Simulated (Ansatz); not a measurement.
# NMR shift of metallic TiC from a Zeeman field

Wanted: spin susceptibility and spin part of the Knight shift of TiC, from the response to a Zeeman field.

Main program and level: Ansatz 0.2.0; DFT, PBE, plane-wave PAW, default files (PAW set soft_2), collinear spin, scalar-relativistic.

The database entry behind the starting cell differs from later determinations by our own check (0.1 to 0.3 % short, probably kX units), so it need not match the best structure at ambient conditions.

## Step 1: The structure

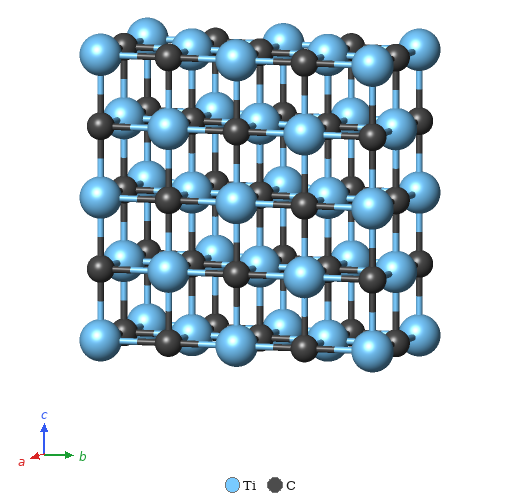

The starting structure, seen slightly off an axis (titanium blue, carbon dark grey). 1×2×2 cells are drawn. This picture shows the conventional cell, with its axes. Some periodic images of atoms are drawn too.

The cell is an entry of the Crystallography Open Database; it need not be the form that is stable at ambient conditions.

## Step 2: Applying a field to the spins

A field acting on the spins alone polarises the electrons at the Fermi level, and through exchange the cores. The spin density that this leaves at a nucleus gives the contact field (2μ₀/3) μB ρ_s, and its ratio to B is the isotropic contact shift K; the spin-dipolar anisotropy is not included. The field, 200 T, is far above laboratory fields so that the moment stands clear of numerical noise; it splits the spins by 23 meV, against a smearing of 100 meV. The net moment comes from states near the Fermi level, so the mesh must be dense.

File input.yaml:

```yaml
crystal:
  lattice:
    - [0.0, 2.1593, 2.1593]
    - [2.1593, 0.0, 2.1593]
    - [2.1593, 2.1593, 0.0]
  atoms:
    - { symbol: Ti, position: [0.0, 0.0, 0.0] }
    - { symbol: C, position: [0.5, 0.5, 0.5] }
kpoints:
  mp_grid: { grid: [21, 21, 21] }
scf:
  lower_state_search: "off"
  occupations: { method: fermi_dirac, width: 0.1 }
  convergence: { dr2_threshold: 1.0e-10 }
hamiltonian:
  xc: pbe
output:
  efg: { contact_densities: true, quadrupole_moments_barn: { Ti: 0.302 } }
  forces: true
  dos: { de: 0.02 }
  write_density: true
  write_potential: true
  elf: true
  volumetric_format: npy
magnetization:
  spin_polarized: true
  magnetic_field: 200
```

Launch:

```console
ansatz run input.yaml --threads 2 --pin off --max-ram 4096MiB --backend cpu --events-out ev --progress --plain --runs-dir out
```

Numbers of over 12 decimals in the logs are rounded to 6 here.

Output:

```text
[a pick of lines, long numbers rounded; other set-up, energy and force rows are left out]
Functional definition: PBE
Basis set: ecut = 420 eV, 411 PW (Γ), exchange–correlation on 48×48×48 points (8 copies of the dense FFT grid, shifted against one another)
Symmetry: 48 space group operations
k-points: 286 of 9261
SCF iter   1: F=—  HF=-2753.302743 eV  |F-HF|=—  |Δ(HF+E_count)|=         —  Δρ=7.13e-2 (↑7.13e-2 ↓7.13e-2)  dr2=5.38e0  dr2_m=8.16e-7  M=0.002 μB ∫|m|=0.002 μB  β_m=1.00  ethr=3.10e-3  ⟨swp⟩=4.3  Hψ=35526  notcnv=0
preconditioner: auto → none  [metal: Δε(μ)=0.007 eV  Ē_g=9.737 eV  σ=0.100 eV  W_gap=0.02  n_scr=8 (ndim 8)  ℏωp=23.4 eV  f_vac=0.000  D(μ)=0.17/eV (n_scr^D=0)  sad-step TF]
SCF iter   2: F=—  HF=-2751.741948 eV  |F-HF|=—  |Δ(HF+E_count)|=    1.56e0  Δρ=3.26e-2 (↑3.26e-2 ↓3.25e-2)  dr2=4.68e-1  dr2_m=1.09e-1  M=0.715 μB ∫|m|=0.715 μB  ethr=3.10e-3  ⟨swp⟩=2.9  Hψ=18361  notcnv=0  defer=225
SCF iter   3: F=—  HF=-2752.349054 eV  |F-HF|=—  |Δ(HF+E_count)|=         —  Δρ=3.88e-2 (↑3.88e-2 ↓3.45e-2)  dr2=8.53e-1  dr2_m=9.48e-2  M=0.052 μB ∫|m|=0.066 μB  β_m=0.30  ethr=2.92e-3  ⟨swp⟩=1.0  Hψ=7259  notcnv=0  defer=225
SCF iter   4: F=—  HF=-2752.258517 eV  |F-HF|=—  |Δ(HF+E_count)|=   9.05e-2  Δρ=2.48e-2 (↑2.18e-2 ↓2.48e-2)  dr2=1.48e-1  dr2_m=4.70e-2  M=0.049 μB ∫|m|=0.057 μB  β_m=0.30  ethr=2.92e-3  ⟨swp⟩=2.0  Hψ=12054  notcnv=0  defer=225
SCF iter   5: F=—  HF=-2752.253268 eV  |F-HF|=—  |Δ(HF+E_count)|=   5.25e-3  Δρ=1.46e-2 (↑1.46e-2 ↓1.43e-2)  dr2=2.52e-2  dr2_m=2.50e-2  M=0.035 μB ∫|m|=0.043 μB  β_m=0.30  ethr=9.27e-4  ⟨swp⟩=2.5  Hψ=13450  notcnv=0  defer=38
SCF iter   6: F=—  HF=-2752.275579 eV  |F-HF|=—  |Δ(HF+E_count)|=         —  Δρ=1.46e-3 (↑1.36e-3 ↓1.46e-3)  dr2=1.15e-3  dr2_m=2.47e-6  M=0.003 μB ∫|m|=0.003 μB  β_m=1.00  ethr=1.58e-4  ⟨swp⟩=4.3  Hψ=31055  notcnv=0
SCF iter   7: F=—  HF=-2752.275396 eV  |F-HF|=—  |Δ(HF+E_count)|=   1.83e-4  Δρ=7.43e-4 (↑7.43e-4 ↓7.42e-4)  dr2=1.92e-4  dr2_m=6.79e-8  M=0.004 μB ∫|m|=0.004 μB  β_m=0.30  ethr=7.21e-6  ⟨swp⟩=1.0  Hψ=12012  notcnv=0
SCF iter   8: F=—  HF=-2752.275376 eV  |F-HF|=—  |Δ(HF+E_count)|=   1.92e-5  Δρ=4.84e-4 (↑4.68e-4 ↓4.84e-4)  dr2=7.83e-5  dr2_m=4.28e-8  M=0.004 μB ∫|m|=0.004 μB  β_m=0.30  ethr=1.20e-6  ⟨swp⟩=2.5  Hψ=12268  notcnv=0
SCF iter   9: F=—  HF=-2752.275378 eV  |F-HF|=—  |Δ(HF+E_count)|=   1.60e-6  Δρ=3.03e-4 (↑2.99e-4 ↓3.03e-4)  dr2=2.32e-5  dr2_m=2.69e-8  M=0.004 μB ∫|m|=0.004 μB  β_m=0.43  ethr=4.90e-7  ⟨swp⟩=1.3  Hψ=7822  notcnv=0
SCF iter  10: F=—  HF=-2752.275394 eV  |F-HF|=—  |Δ(HF+E_count)|=   1.61e-5  Δρ=2.15e-4 (↑2.04e-4 ↓2.15e-4)  dr2=3.06e-5  dr2_m=1.03e-8  M=0.004 μB ∫|m|=0.004 μB  β_m=0.38  ethr=1.45e-7  ⟨swp⟩=2.0  Hψ=11786  notcnv=0
SCF iter  11: F=—  HF=-2752.275393 eV  |F-HF|=—  |Δ(HF+E_count)|=   9.38e-7  Δρ=4.27e-5 (↑4.27e-5 ↓4.07e-5)  dr2=7.65e-7  dr2_m=3.52e-9  M=0.004 μB ∫|m|=0.004 μB  β_m=0.51  ethr=1.45e-7  ⟨swp⟩=1.9  Hψ=8761  notcnv=0
SCF iter  12: F=—  HF=-2752.275392 eV  |F-HF|=—  |Δ(HF+E_count)|=   7.10e-7  Δρ=4.47e-6 (↑4.47e-6 ↓3.92e-6)  dr2=4.63e-9  dr2_m=8.59e-10  M=0.004 μB ∫|m|=0.004 μB  β_m=0.68  ethr=4.78e-9  ⟨swp⟩=2.0  Hψ=9722  notcnv=0
SCF iter  13: F=—  HF=-2752.275393 eV  |F-HF|=—  |Δ(HF+E_count)|=   3.34e-9  Δρ=1.50e-6 (↑1.50e-6 ↓1.48e-6)  dr2=1.93e-10  dr2_m=2.99e-10  M=0.004 μB ∫|m|=0.004 μB  β_m=0.84  ethr=2.89e-11  ⟨swp⟩=2.3  Hψ=11736  notcnv=0
SCF iter  14: F=-2752.275393 eV  HF=-2752.275393 eV  |F-HF|=2.68e-11  |Δ(HF+E_count)|=  4.64e-10  Δρ=4.72e-7 (↑4.65e-7 ↓4.72e-7)  dr2=6.56e-13  dr2_m=4.03e-11  M=0.004 μB ∫|m|=0.004 μB  β_m=0.92  ethr=1.00e-12  ⟨swp⟩=5.1  Hψ=26057  notcnv=0
SCF iter  15: F=-2752.275393 eV  HF=-2752.275393 eV  |F-HF|=4.55e-13  |Δ(HF+E_count)|=  4.91e-11  Δρ=3.53e-8 (↑3.53e-8 ↓3.22e-8)  dr2=2.79e-13  dr2_m=7.18e-14  M=0.004 μB ∫|m|=0.004 μB  β_m=0.94  ethr=1.00e-12  ⟨swp⟩=3.3  Hψ=26873  notcnv=0
SCF iter  16: F=-2752.275393 eV  HF=-2752.275393 eV  |F-HF|=4.55e-13  |Δ(HF+E_count)|=  1.36e-12  Δρ=3.54e-9 (↑3.54e-9 ↓2.44e-9)  dr2=7.00e-15  dr2_m=3.79e-16  M=0.004 μB ∫|m|=0.004 μB  ethr=1.00e-12  ⟨swp⟩=2.7  Hψ=22577  notcnv=0
SCF converged after 16 iterations
Magnetization: 0.0037 μB (8.0019 up, 7.9981 down)
Absolute magnetization: 0.0037 μB (∫|ρ↑−ρ↓|, with the PAW one-centre terms)
Per-site moments (μB) at R_I (Å): [(0.000927055, 0.89071125), (0.00166182, 0.89071125)]
Free energy (F): -2752.275393 eV
Fermi energy:    14.846659 eV
--- Forces (eV/Å), atoms counted from 1 ---
--- PAW observables at the nuclei: V_zz in 10²¹ V/m², potentials from the cell's mean, atoms counted from 1 ---
  atom   1  Ti V_zz =    -0.000000   η = 0.0000   by run symmetry: forbidden   C_q = -0.0000 MHz
            electrostatic potential = -2533.235120 V   contact ρ = 56786.498608 e/Å³   contact ρ_s (e/Å³): all electrons -0.001375, valence +0.000689
  atom   2  C  V_zz =    -0.000000   η = 0.0000   by run symmetry: forbidden
            electrostatic potential = -422.425914 V   contact ρ = 869.928985 e/Å³   contact ρ_s (e/Å³): all electrons +0.000499, valence +0.001850
--- Band table (eV; the first three rows and the last of 572) ---
  k-point 0 ↑: bands = ["-41.6850", "-17.7149", "-17.7149", "-17.7149", "2.3919", "15.5368", "15.5368", "15.5368", "16.5187", "16.5187", "16.5187", "16.5792", "16.5792"]
  k-point 1 ↑: bands = ["-41.6833", "-17.7268", "-17.7160", "-17.7160", "2.4441", "15.2528", "15.4430", "15.4430", "15.9519", "15.9519", "16.6829", "17.3165", "17.3165"]
  k-point 2 ↑: bands = ["-41.6784", "-17.7614", "-17.7192", "-17.7192", "2.5989", "14.6489", "14.9346", "14.9346", "15.8750", "15.8750", "16.9500", "18.1268", "18.1268"]
  k-point 285 ↓: bands = ["-41.5593", "-18.0173", "-17.9929", "-17.8692", "5.3156", "11.5705", "11.7483", "12.2016", "17.5515", "17.7837", "18.4573", "20.0060", "20.2520"]
```

Elapsed: 19 s, on 2 threads of Arm Neoverse N1, shared host; peak memory 0.43 GiB.

The moment is 0.00371 μB a cell, a spin susceptibility of 5.19 × 10⁻⁶ emu per mole of atoms. With 7.769 T for 1 e/Å³:

| site | nucleus | contact shift (ppm) | from valence states | rest (mostly cores) |
| --- | --- | --- | --- | --- |
| Ti | 47Ti | -53 | 27 | -80 |
| C | 13C | 19 | 72 | -52 |

The split depends on the files: semicore shells that they treat as valence count in the first part.

## Step 3: Is the response linear?

The shift is a ratio that holds only while the moment grows in step with the field, so the field is doubled.

Edit input.yaml of step 2 so:

```diff
@@ -19,9 +19,4 @@
   forces: true
-  dos: { de: 0.02 }
-  write_density: true
-  write_potential: true
-  elf: true
-  volumetric_format: npy
 magnetization:
   spin_polarized: true
-  magnetic_field: 200
+  magnetic_field: 400
```

Output:

```text
[a pick of lines, long numbers rounded; other set-up, energy and force rows are left out]
[...]
Basis set: ecut = 420 eV, 411 PW (Γ), exchange–correlation on 48×48×48 points (8 copies of the dense FFT grid, shifted against one another)
Symmetry: 48 space group operations
k-points: 286 of 9261
[...]
SCF converged after 16 iterations
Magnetization: 0.0074 μB (8.0037 up, 7.9963 down)
Absolute magnetization: 0.0074 μB (∫|ρ↑−ρ↓|, with the PAW one-centre terms)
Per-site moments (μB) at R_I (Å): [(0.00185639, 0.89071125), (0.00332503, 0.89071125)]
Free energy (F): -2752.275457 eV
Fermi energy:    14.846644 eV
--- Forces (eV/Å), atoms counted from 1 ---
[...]
atom   1  Ti V_zz =    +0.000000   η = 0.0000   by run symmetry: forbidden   C_q = +0.0000 MHz
[...]
atom   2  C  V_zz =    +0.000000   η = 0.0000   by run symmetry: forbidden
[...]
```

It took 16 s on 2 threads; peak memory 0.43 GiB.

The moment goes from 0.00371 to 0.00743 μB, a factor of 2.00, and the shift of Ti from -53 to -53 ppm. The response is linear on all sites, to 3 % of the larger of shift and valence part or 3 ppm; the largest move is -0 ppm, on Ti.

## Step 4: Other settings

Each row names what differs in the settings from the first run, the PAW files staying the same unless named (PBE, default files (PAW set soft_2), mesh 21×21×21, fermi dirac smearing of 0.1 eV, cutoff 420 eV, 200 T). Shifts in ppm; times on 2 threads of Arm Neoverse N1, shared host.

| run | time | χ_s (10⁻⁶ emu/mol) | Ti | C |
| --- | --- | --- | --- | --- |
| first run | 19 s | 5.19 | -53 | 19 |
| volume × 1.040 | 16 s | 5.37 | -58 | 19 |
| fermi dirac 0.05 eV | 15 s | 4.31 | -39 | 19 |
| 1000 T | 16 s | 5.22 | -54 | 19 |
| mesh 22×22×22, volume × 0.960 | 17 s | 5.09 | -51 | 20 |
| mesh 15×15×15 | 8 s | 5.65 | -51 | 23 |

## Step 5: Results

```
47Ti contact shift  : -53 ppm
13C contact shift   : 19 ppm
spin susceptibility : 5.19 × 10⁻⁶ emu per mole of atoms
```

In words: The spin part of the Knight shift is -53 ppm on Ti and 19 ppm on C in the first run. For its size, with shifts under 60 ppm counted as 60, Ti moves most with the settings. No row of the table has a finer mesh on this cell, so the value may still hold a sampling error; the coarser mesh 15×15×15 differs by +2 ppm on Ti. Narrowing the smearing to 0.05 eV on the same mesh changes the shift of Ti by +15 ppm; a narrower smearing also needs a finer mesh, so this mixes a real change with noise. Over the rows of this table on the first cell the shift spans -54 to -39 ppm on Ti and 19 to 23 ppm on C. On Ti the cores give a negative part that outweighs the valence part, as is usual where d states carry the induced moment. 1 further run of this session (failed, refused or on trial settings) is not shown. The orbital shift is left out; on d- and f-block metals such as Ti it can be large.

[Logs are printed without paths, hosts, clocks, repeated set-up lines and the standing remarks that a program may print on its own settings, such as how far it seeks lower states.]

[Hosts, paths, dates, database ids (printed as entryN), source tags and the programs' standing remarks are cut or masked in the printed files.]
